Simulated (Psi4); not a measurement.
# BH3SO (SMILES OBS): TPSS/STO-3G (sweep point 1)

Aim: the vertical ionisation energy of BH3SO at TPSS/STO-3G (sweep point 1), from 2 runs. 

The results are computed with Psi4 1.11.

### 1 The molecule

The species is BH3SO (6 atoms), meant as a singlet with charge 0. SMILES: `OBS`. The coordinates come from a PBE0-D4/def2-TZVP relaxation. This is one conformer, not always the lowest.

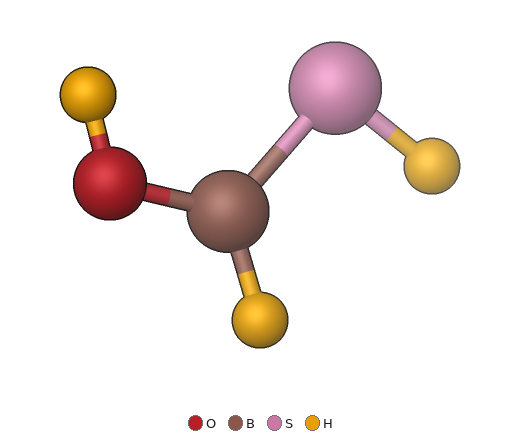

The structure, seen from a chosen angle (oxygen red, boron brown, sulfur pink, hydrogen amber).

### 2 The energy at TPSS/STO-3G (sweep point 1)

run.py

```python
import psi4

psi4.set_memory(1600000000)
psi4.set_num_threads(1)
psi4.set_output_file('output.dat', False)

molecule = psi4.geometry("""
0 1
O     -2.08701353    -0.17083124    -1.89312763
B      0.10317905     0.32068652    -0.67671093
S      0.63664873    -0.74171750     2.53620143
H     -3.31287887    -1.10945821    -0.93617032
H      1.68998207     1.48078939    -1.77993304
H      2.97008255     0.22034207     2.74974048
units bohr
symmetry c1
""")

options = {'basis': 'STO-3G', 'puream': True, 'scf_type': 'pk', 'dft_radial_points': 99, 'dft_spherical_points': 590}
psi4.set_options(options)

result = psi4.energy("tpss", molecule=molecule)
print(f'total energy {result:.8f} hartree = {result * 27.211386:.5f} eV')
for k, v in sorted(psi4.core.scalar_variables().items()):
    print(f'{k:45s} {v:18.10f}')
```

Launch:

```
python run.py
```

output.dat:

```text
[...]
  Running in c1 symmetry.
[...]
  Nuclear repulsion =   88.768868558049263
[...]
  Multiplicity = 1
[...]
  Nalpha       = 16
  Nbeta        = 16
[...]
    Number of basis functions: 22
[...]
   @RKS iter   1:  -494.39713333254753   -1.10177e+00   6.70159e-03 ADIIS/DIIS
[...]
   @RKS iter   8:  -494.41311020607878   -6.93433e-10   3.95265e-08 DIIS
[...]
    Orbital Energies [Eh]
    ---------------------
    Doubly Occupied:
       1A    -87.207883     2A    -18.696310     3A     -7.393752
       4A     -6.382266     5A     -5.372073     6A     -5.362902
       7A     -5.351905     8A     -0.914887     9A     -0.610504
      10A     -0.453150    11A     -0.340151    12A     -0.300590
      13A     -0.221842    14A     -0.219526    15A     -0.163702
      16A     -0.115367
[...]
  @RKS Final Energy:  -494.41311020607878
   => Energetics <=
    Nuclear Repulsion Energy =             88.7688685580492631
    One-Electron Energy =                -861.0151534048977737
    Two-Electron Energy =                 317.5553035457122633
    DFT Exchange-Correlation Energy =     -39.7221289049424868
    Empirical Dispersion Energy =           0.0000000000000000
    VV10 Nonlocal Energy =                  0.0000000000000000
    Total Energy =                       -494.4131102060787839
[...]
 Multipole Moments:
 ------------------------------------------------------------------------------------
     Multipole            Electronic (a.u.)      Nuclear  (a.u.)        Total (a.u.)
 ------------------------------------------------------------------------------------
 L = 1.  Multiply by 2.5417464519 to convert [e a0] to [Debye]
 Dipole X            :         -1.0270645            0.7897433           -0.2373213
 Dipole Y            :         -0.7151823            0.4809352           -0.2342471
 Dipole Z            :          0.6261338           -0.3111451            0.3149887
 Magnitude           :                                                    0.4587057
[...]
```

The script printed:

```text
total energy -494.41311021 hartree = -13453.66599 eV
CURRENT ENERGY                                   -494.4131102061
CURRENT REFERENCE ENERGY                         -494.4131102061
DD SOLVATION ENERGY                                 0.0000000000
DFT FUNCTIONAL TOTAL ENERGY                      -494.4131102061
DFT TOTAL ENERGY                                 -494.4131102061
DFT VV10 ENERGY                                     0.0000000000
DFT XC ENERGY                                     -39.7221289049
GRID ELECTRONS ALPHA                               16.0000000173
GRID ELECTRONS BETA                                16.0000000173
GRID ELECTRONS TOTAL                               32.0000000346
NUCLEAR REPULSION ENERGY                           88.7688685580
ONE-ELECTRON ENERGY                              -861.0151534049
PCM POLARIZATION ENERGY                             0.0000000000
PE ENERGY                                           0.0000000000
SCF ITERATION ENERGY                             -494.4131102061
SCF ITERATIONS                                      8.0000000000
SCF TOTAL ENERGY                                 -494.4131102061
TWO-ELECTRON ENERGY                               317.5553035457
XC GRID RADIAL POINTS                              99.0000000000
XC GRID SPHERICAL POINTS                          590.0000000000
XC GRID TOTAL POINTS                           327561.0000000000
```

Run time: 7.5 s. Hardware: 1 thread of Intel Xeon 6975P-C (Granite Rapids), shared host; peak memory 0.66 GiB.

### 3 The doublet cation

job.py

```python
import psi4

psi4.set_memory(1600000000)
psi4.set_num_threads(1)
psi4.set_output_file('output.dat', False)

m = psi4.geometry("""
1 2
O     -2.08701353    -0.17083124    -1.89312763
B      0.10317905     0.32068652    -0.67671093
S      0.63664873    -0.74171750     2.53620143
H     -3.31287887    -1.10945821    -0.93617032
H      1.68998207     1.48078939    -1.77993304
H      2.97008255     0.22034207     2.74974048
units bohr
symmetry c1
""")

options = {'reference': 'uks', 'puream': True, 'scf_type': 'pk', 'dft_radial_points': 99, 'dft_spherical_points': 590, 'maxiter': 150}
psi4.set_options(options)

e, wfn = psi4.energy('tpss/STO-3G', molecule=m, return_wfn=True)
print('E =', round(e, 9))
```

Launch:

```
python job.py
```

output.dat:

```text
[...]
  Running in c1 symmetry.
[...]
  Nuclear repulsion =   88.768868558049263
[...]
  Multiplicity = 2
[...]
  Nalpha       = 16
  Nbeta        = 15
[...]
    Number of basis functions: 22
[...]
   @UKS iter   1:  -494.07958066453898   -7.84213e-01   1.11266e-02 DIIS/ADIIS
[...]
   @UKS iter  10:  -494.13551083967860   -3.64565e-09   6.51109e-07 DIIS
[...]
   @S^2 Observed:                7.581265023E-01
[...]
    Orbital Energies [Eh]
    ---------------------
    Alpha Occupied:
       1A    -87.681122     2A    -19.055127     3A     -7.843671
       4A     -6.708356     5A     -5.817636     6A     -5.816556
       7A     -5.807757     8A     -1.229898     9A     -0.980554
      10A     -0.745725    11A     -0.674666    12A     -0.594044
      13A     -0.554719    14A     -0.535563    15A     -0.503725
      16A     -0.475575
    Alpha Virtual:
      17A     -0.194812    18A     -0.098260    19A     -0.018315
      20A      0.021564    21A      0.232382    22A      0.281172
[...]
  @UKS Final Energy:  -494.13551083967860
   => Energetics <=
    Nuclear Repulsion Energy =             88.7688685580492631
    One-Electron Energy =                -849.6401299655261710
    Two-Electron Energy =                 305.9188291009395471
    DFT Exchange-Correlation Energy =     -39.1830785331412272
    Empirical Dispersion Energy =           0.0000000000000000
    VV10 Nonlocal Energy =                  0.0000000000000000
    Total Energy =                       -494.1355108396786022
[...]
 Multipole Moments:
 ------------------------------------------------------------------------------------
     Multipole            Electronic (a.u.)      Nuclear  (a.u.)        Total (a.u.)
 ------------------------------------------------------------------------------------
 L = 1.  Multiply by 2.5417464519 to convert [e a0] to [Debye]
 Dipole X            :         -0.6655346            0.7897433            0.1242087
 Dipole Y            :         -0.6880023            0.4809352           -0.2070671
 Dipole Z            :          0.9600536           -0.3111451            0.6489085
 Magnitude           :                                                    0.6923776
[...]
```

On the terminal:

```text
E = -494.13551084
```

It took 13 s on 1 thread of Intel Xeon 6975P-C (Granite Rapids), shared host; peak memory 0.66 GiB.

### 4 Results

At TPSS/STO-3G (sweep point 1):

```
                                          quantity          value
                       singlet BH3SO: total energy  -494.41311 Eh
                      singlet BH3SO: dipole moment         1.17 D
                        singlet BH3SO: HOMO energy       -3.14 eV
                        singlet BH3SO: LUMO energy        3.05 eV
                      singlet BH3SO: HOMO–LUMO gap        6.19 eV
                      doublet cation: total energy  -494.13551 Eh
doublet cation: HOMO energy (highest over α and β)      -12.73 eV
 doublet cation: LUMO energy (lowest over α and β)      -11.84 eV
                              doublet cation: ⟨S²⟩          0.758
vertical ionisation energy (to the doublet cation)       7.554 eV
```

What this shows: Removing an electron at fixed nuclei costs 7.55 eV (174 kcal/mol). The negative HOMO energy of the first species, 3.14 eV, lies 4.41 eV below that difference. In a minimal basis such a difference can be off by several eV, whatever the method.
